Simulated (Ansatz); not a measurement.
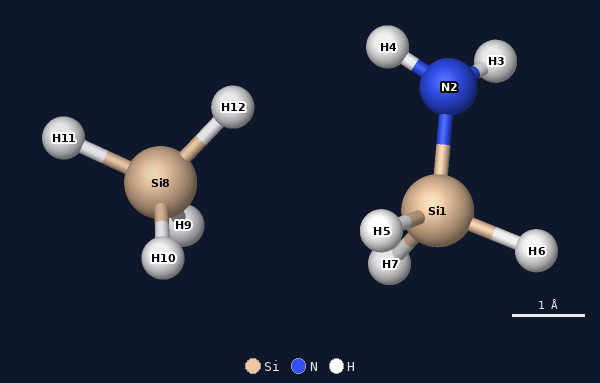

The structure as given in the input (ball-and-stick view, seen at a tilt; atoms are numbered from 1 in the order of the input). Bond lengths as drawn: H–N 1.01 Å, H–Si 1.48 to 1.50 Å and N–Si 1.74 Å.

## Nudged elastic band of Si2NH9 (part 1 of 2)

Si2NH9, computed with RKS B3LYP-D4/6-31G* (Ansatz 0.2.0).

It belongs to a series of runs on one base structure; here: band between the two ends. Figures and captions count atoms from 1; the log counts them from 0 in places.

## Input file
```yaml
crystal:
  periodic: [false, false, false]
  atoms:
    - { symbol: Si, position_ang: [-0.249384, 0.510026, 0.128183] }
    - { symbol: "N", position_ang: [-0.432275, 0.86816, 1.816913] }
    - { symbol: H, position_ang: [-1.367348, 0.864498, 2.209031] }
    - { symbol: H, position_ang: [0.218859, 0.447114, 2.470832] }
    - { symbol: H, position_ang: [1.14092, 0.850974, -0.271692] }
    - { symbol: H, position_ang: [-1.222742, 1.354167, -0.614168] }
    - { symbol: H, position_ang: [-0.489342, -0.906498, -0.294734] }
    - { symbol: Si, position_ang: [1.821663, -2.836572, 1.250187] }
    - { symbol: H, position_ang: [0.707924, -3.745144, 0.878128] }
    - { symbol: H, position_ang: [2.455408, -2.281087, 0.028395] }
    - { symbol: H, position_ang: [2.833868, -3.589717, 2.036518] }
    - { symbol: H, position_ang: [1.29365, -1.724723, 2.085107] }
basis:
  gaussian: { orbitals: "6-31G*" }
hamiltonian:
  xc: b3lyp
  dispersion: d4
neb:
  order_check: false
  images: 7
  f_tol: 0.03
  max_iterations: 60
  final_atoms:
    - { symbol: Si, position_ang: [0.4845216, -0.15557235, -0.42937556] }
    - { symbol: "N", position_ang: [-0.22913274, -0.47072783, 2.56043269] }
    - { symbol: H, position_ang: [-1.24103435, -0.40680366, 2.46432389] }
    - { symbol: H, position_ang: [0.08851867, 0.43070759, 2.91218754] }
    - { symbol: H, position_ang: [0.85911487, -0.03822493, -1.87233692] }
    - { symbol: H, position_ang: [0.87510647, 1.12817468, 0.21690308] }
    - { symbol: H, position_ang: [-0.99884356, -0.2801117, -0.384405] }
    - { symbol: Si, position_ang: [1.53791639, -1.98661013, 0.57876983] }
    - { symbol: H, position_ang: [0.55291934, -2.98140883, 1.08509576] }
    - { symbol: H, position_ang: [2.40470674, -2.70996855, -0.4033146] }
    - { symbol: H, position_ang: [2.42641097, -1.56753039, 1.69737877] }
    - { symbol: H, position_ang: [-0.04900341, -1.15072588, 3.29704051] }
  initial_path:
    images:
      - { positions_ang: [[-0.249384, 0.510026, 0.128183], [-0.432275, 0.86816, 1.816913], [-1.367348, 0.864498, 2.209031], [0.218859, 0.447114, 2.470832], [1.14092, 0.850974, -0.271692], [-1.222742, 1.354167, -0.614168], [-0.489342, -0.906498, -0.294734], [1.821663, -2.836572, 1.250187], [0.707924, -3.745144, 0.878128], [2.455408, -2.281087, 0.028395], [2.833868, -3.589717, 2.036518], [1.29365, -1.724723, 2.085107]] }
      - { positions_ang: [[-0.18219774, 0.38202453, 0.09300462], [-0.33009436, 0.6516869, 1.90194499], [-1.25322115, 0.58134904, 2.32430442], [0.37483761, 0.40401247, 2.52906099], [1.20706669, 0.6375382, -0.32162086], [-1.08172745, 1.31272152, -0.58926812], [-0.53163029, -0.97847608, -0.34852546], [1.69595927, -2.62682041, 1.14059944], [0.656648, -3.60898276, 0.82755272], [2.47603597, -2.2471694, 0.02684083], [2.54283306, -3.14340938, 2.08135726], [1.13669137, -1.55327663, 2.05744918]] }
      - { positions_ang: [[-0.11501148, 0.25402306, 0.05782625], [-0.22791371, 0.43521381, 1.98697698], [-1.1390943, 0.29820007, 2.43957784], [0.53081621, 0.36091095, 2.58728997], [1.27321339, 0.42410239, -0.37154973], [-0.9407129, 1.27127604, -0.56436825], [-0.57391858, -1.05045417, -0.40231692], [1.57025555, -2.41706882, 1.03101188], [0.60537201, -3.47282152, 0.77697744], [2.49666395, -2.2132518, 0.02528666], [2.25179813, -2.69710177, 2.12619651], [0.97973274, -1.38183026, 2.02979137]] }
      - { positions_ang: [[-0.04782522, 0.1260216, 0.02264787], [-0.12573307, 0.21874071, 2.07200898], [-1.02496745, 0.01505111, 2.55485125], [0.68679482, 0.31780942, 2.64551896], [1.33936008, 0.21066659, -0.42147859], [-0.79969835, 1.22983057, -0.53946837], [-0.61620687, -1.12243225, -0.45610838], [1.44455182, -2.20731723, 0.92142432], [0.55409601, -3.33666028, 0.72640216], [2.51729192, -2.1793342, 0.02373249], [1.96076319, -2.25079415, 2.17103577], [0.82277412, -1.21038389, 2.00213355]] }
      - { positions_ang: [[0.01936104, -0.00197987, -0.01253051], [-0.02355242, 0.00226761, 2.15704097], [-0.9108406, -0.26809786, 2.67012467], [0.84277342, 0.27470789, 2.70374794], [1.40550678, -0.00276922, -0.47140745], [-0.6586838, 1.18838509, -0.5145685], [-0.65849516, -1.19441033, -0.50989984], [1.3188481, -1.99756564, 0.81183676], [0.50282001, -3.20049904, 0.67582688], [2.5379199, -2.1454166, 0.02217832], [1.66972826, -1.80448653, 2.21587503], [0.66581549, -1.03893752, 1.97447573]] }
      - { positions_ang: [[0.13565118, -0.04037799, -0.11674177], [-0.0749475, -0.11598125, 2.2578889], [-0.99338904, -0.30277431, 2.61867448], [0.65420974, 0.31370782, 2.75585784], [1.2689088, -0.01163315, -0.82163982], [-0.27523623, 1.17333249, -0.3317006], [-0.74358226, -0.96583567, -0.47852613], [1.37361517, -1.99482676, 0.75357003], [0.51534484, -3.14572649, 0.7781441], [2.50461661, -2.28655459, -0.08419491], [1.85889894, -1.7452475, 2.08625096], [0.48711076, -1.06688461, 2.30511693]] }
      - { positions_ang: [[0.25194132, -0.07877611, -0.22095303], [-0.12634258, -0.23423011, 2.35873683], [-1.07593747, -0.33745076, 2.56722428], [0.46564605, 0.35270774, 2.80796774], [1.13231082, -0.02049708, -1.17187219], [0.10821133, 1.15827988, -0.14883271], [-0.82866936, -0.73726102, -0.44715242], [1.42838224, -1.99208788, 0.69530329], [0.52786968, -3.09095394, 0.88046132], [2.47131332, -2.42769258, -0.19056814], [2.04806961, -1.68600846, 1.9566269], [0.30840604, -1.0948317, 2.63575812]] }
      - { positions_ang: [[0.36823146, -0.11717423, -0.32516429], [-0.17773766, -0.35247897, 2.45958476], [-1.15848591, -0.37212721, 2.51577409], [0.27708236, 0.39170767, 2.86007764], [0.99571285, -0.029361, -1.52210455], [0.4916589, 1.14322728, 0.03403518], [-0.91375646, -0.50868636, -0.41577871], [1.48314932, -1.989349, 0.63703656], [0.54039451, -3.03618139, 0.98277854], [2.43801003, -2.56883056, -0.29694137], [2.23724029, -1.62676943, 1.82700283], [0.12970131, -1.12277879, 2.96639932]] }
      - { positions_ang: [[0.4845216, -0.15557235, -0.42937556], [-0.22913274, -0.47072783, 2.56043269], [-1.24103435, -0.40680366, 2.46432389], [0.08851867, 0.43070759, 2.91218754], [0.85911487, -0.03822493, -1.87233692], [0.87510647, 1.12817468, 0.21690308], [-0.99884356, -0.2801117, -0.384405], [1.53791639, -1.98661013, 0.57876983], [0.55291934, -2.98140883, 1.08509576], [2.40470674, -2.70996855, -0.4033146], [2.42641097, -1.56753039, 1.69737877], [-0.04900341, -1.15072588, 3.29704051]] }
```

Machine: 1 thread of Arm Neoverse V1, 24 GiB of memory available, shared host.

Launched with:
```bash
ansatz run input.yaml --threads 1 --pin off --max-ram 2048MiB --backend cpu --events-out ev --progress --plain --runs-dir out
```

## What the program printed
```
Engine: ansatz 0.2.0, aarch64-unknown-linux-gnu
Functional definition: B3LYP
  parameter a0 = 0.2
  parameter ax = 0.72
  parameter ac = 0.81
  exchange = (1 - a0 - ax)*slater_x + ax*b88_x + a0*exact_x
  correlation = (1 - ac)*vwn_rpa_c + ac*lyp_c
813 factors; integrals over basis functions are off by at most 7.0e-4 eV
mean field evaluation 1: about -17386.4317 eV, gradient 5.3e1 eV
mean field evaluation 2: about -17377.7142 eV, gradient 7.9e1 eV
mean field evaluation 4: about -17392.0060 eV, gradient 1.2e0 eV
mean field evaluation 8: about -17392.0249 eV, gradient 8.1e-3 eV
mean field -17392.02486650 eV, -639.1451251062 hartree, gradient 7.3e-6 eV, S^2 0.000000; 0 other end points of the search recorded, 0 dependent functions left out
the calculation of the forces begins
reference -17392.02514630 eV, -639.1451353883 hartree; 22, 22 occupied and 49, 49 virtual orbitals, 813 factors
813 factors; integrals over basis functions are off by at most 7.8e-4 eV
mean field evaluation 16: about -17381.8175 eV, gradient 6.7e1 eV
mean field -17391.77668205 eV, -639.1360044956 hartree, gradient 8.8e-5 eV, S^2 0.000000; 0 other end points of the search recorded, 0 dependent functions left out
[... from here on the field's lines of each further geometry are left out, up to the last ...]
NEB iter   1: max|band force component| = 7.614e0 eV/Å  barrier→ = 5.4056 eV  barrier← = 5.2174 eV  Δτ_max = 0.2000 Å  (208 SCF iters)
NEB iter   2: max|band force component| = 2.579e0 eV/Å  barrier→ = 3.7959 eV  barrier← = 3.6077 eV  Δτ_max = 0.2000 Å  (180 SCF iters)
NEB iter   3: max|band force component| = 1.037e0 eV/Å  barrier→ = 2.6537 eV  barrier← = 2.4654 eV  Δτ_max = 0.1986 Å  (175 SCF iters)
NEB iter   4: max|band force component| = 7.522e-1 eV/Å  barrier→ = 2.1207 eV  barrier← = 1.9325 eV  Δτ_max = 0.1998 Å  (170 SCF iters)
NEB iter   5: max|band force component| = 1.691e0 eV/Å  barrier→ = 1.9158 eV  barrier← = 1.7275 eV  Δτ_max = 0.1007 Å  (172 SCF iters)
NEB iter   6: max|band force component| = 6.643e-1 eV/Å  barrier→ = 1.9169 eV  barrier← = 1.7286 eV  Δτ_max = 0.1450 Å  (169 SCF iters)
NEB iter   7: max|band force component| = 5.578e-1 eV/Å  barrier→ = 2.2657 eV  barrier← = 2.0775 eV  Δτ_max = 0.2000 Å  (173 SCF iters)
NEB iter   8: max|band force component| = 9.624e-1 eV/Å  barrier→ = 2.6712 eV  barrier← = 2.4829 eV  Δτ_max = 0.1000 Å  (173 SCF iters)
NEB iter   9: max|band force component| = 1.096e0 eV/Å  barrier→ = 2.6455 eV  barrier← = 2.4573 eV  Δτ_max = 0.0504 Å  (169 SCF iters)
NEB iter  10: max|band force component| = 1.148e0 eV/Å  barrier→ = 2.5008 eV  barrier← = 2.3125 eV  Δτ_max = 0.0500 Å  (163 SCF iters)
NEB iter  11: max|band force component| = 1.156e0 eV/Å  barrier→ = 2.3997 eV  barrier← = 2.2115 eV  Δτ_max = 0.1011 Å  (164 SCF iters)
NEB iter  12: max|band force component| = 8.821e-1 eV/Å  barrier→ = 2.1889 eV  barrier← = 2.0007 eV  Δτ_max = 0.0998 Å  (165 SCF iters)
NEB iter  13: max|band force component| = 1.836e0 eV/Å  barrier→ = 2.1428 eV  barrier← = 1.9546 eV  Δτ_max = 0.0502 Å  (167 SCF iters)
NEB iter  14: max|band force component| = 1.048e0 eV/Å  barrier→ = 2.0475 eV  barrier← = 1.8593 eV  Δτ_max = 0.0500 Å  (164 SCF iters)
NEB iter  15: max|band force component| = 6.749e-1 eV/Å  barrier→ = 1.9796 eV  barrier← = 1.7914 eV  Δτ_max = 0.0502 Å  (165 SCF iters)
NEB iter  16: max|band force component| = 6.242e-1 eV/Å  barrier→ = 1.9095 eV  barrier← = 1.7213 eV  Δτ_max = 0.0502 Å  (166 SCF iters)
NEB iter  17: max|band force component| = 5.133e-1 eV/Å  barrier→ = 1.8461 eV  barrier← = 1.6579 eV  Δτ_max = 0.0500 Å  (164 SCF iters)
NEB iter  18: max|band force component| = 4.278e-1 eV/Å  barrier→ = 1.7877 eV  barrier← = 1.5995 eV  CI = image 3  Δτ_max = 0.0500 Å  (160 SCF iters)
NEB iter  19: max|band force component| = 5.139e-1 eV/Å  barrier→ = 1.8523 eV  barrier← = 1.6641 eV  CI = image 3  Δτ_max = 0.0504 Å  (163 SCF iters)
NEB iter  20: max|band force component| = 7.761e-1 eV/Å  barrier→ = 1.9063 eV  barrier← = 1.7180 eV  CI = image 3  Δτ_max = 0.0500 Å  (162 SCF iters)
NEB iter  21: max|band force component| = 8.508e-1 eV/Å  barrier→ = 1.9448 eV  barrier← = 1.7565 eV  CI = image 3  Δτ_max = 0.0996 Å  (163 SCF iters)
NEB iter  22: max|band force component| = 8.984e-1 eV/Å  barrier→ = 2.0066 eV  barrier← = 1.8183 eV  CI = image 3  Δτ_max = 0.2000 Å  (164 SCF iters)
NEB iter  23: max|band force component| = 7.640e-1 eV/Å  barrier→ = 2.0709 eV  barrier← = 1.8826 eV  CI = image 3  Δτ_max = 0.1598 Å  (164 SCF iters)
NEB iter  24: max|band force component| = 5.953e-1 eV/Å  barrier→ = 2.0615 eV  barrier← = 1.8733 eV  CI = image 3  Δτ_max = 0.1315 Å  (163 SCF iters)
NEB iter  25: max|band force component| = 6.634e-1 eV/Å  barrier→ = 2.0537 eV  barrier← = 1.8654 eV  CI = image 3  Δτ_max = 0.0656 Å  (160 SCF iters)
NEB iter  26: max|band force component| = 5.720e-1 eV/Å  barrier→ = 2.0479 eV  barrier← = 1.8597 eV  CI = image 3  Δτ_max = 0.0654 Å  (161 SCF iters)
NEB iter  27: max|band force component| = 5.212e-1 eV/Å  barrier→ = 2.0362 eV  barrier← = 1.8479 eV  CI = image 3  Δτ_max = 0.0656 Å  (163 SCF iters)
NEB iter  28: max|band force component| = 2.343e-1 eV/Å  barrier→ = 2.0313 eV  barrier← = 1.8430 eV  CI = image 3  Δτ_max = 0.0683 Å  (162 SCF iters)
NEB iter  29: max|band force component| = 1.870e-1 eV/Å  barrier→ = 2.0268 eV  barrier← = 1.8385 eV  CI = image 3  Δτ_max = 0.0756 Å  (161 SCF iters)
NEB iter  30: max|band force component| = 3.551e-1 eV/Å  barrier→ = 2.0248 eV  barrier← = 1.8366 eV  CI = image 3  Δτ_max = 0.0379 Å  (156 SCF iters)
NEB iter  31: max|band force component| = 1.885e-1 eV/Å  barrier→ = 2.0236 eV  barrier← = 1.8354 eV  CI = image 3  Δτ_max = 0.0378 Å  (156 SCF iters)
NEB iter  32: max|band force component| = 1.489e-1 eV/Å  barrier→ = 2.0219 eV  barrier← = 1.8337 eV  CI = image 3  Δτ_max = 0.0477 Å  (166 SCF iters)
NEB iter  33: max|band force component| = 1.083e-1 eV/Å  barrier→ = 2.0210 eV  barrier← = 1.8328 eV  CI = image 3  Δτ_max = 0.0302 Å  (157 SCF iters)
NEB iter  34: max|band force component| = 8.058e-2 eV/Å  barrier→ = 2.0199 eV  barrier← = 1.8316 eV  CI = image 3  Δτ_max = 0.0391 Å  (156 SCF iters)
NEB iter  35: max|band force component| = 8.912e-2 eV/Å  barrier→ = 2.0187 eV  barrier← = 1.8304 eV  CI = image 3  Δτ_max = 0.0195 Å  (156 SCF iters)
NEB iter  36: max|band force component| = 7.008e-2 eV/Å  barrier→ = 2.0181 eV  barrier← = 1.8298 eV  CI = image 3  Δτ_max = 0.0196 Å  (142 SCF iters)
NEB iter  37: max|band force component| = 2.506e-1 eV/Å  barrier→ = 2.0175 eV  barrier← = 1.8293 eV  CI = image 3  Δτ_max = 0.0098 Å  (147 SCF iters)
```
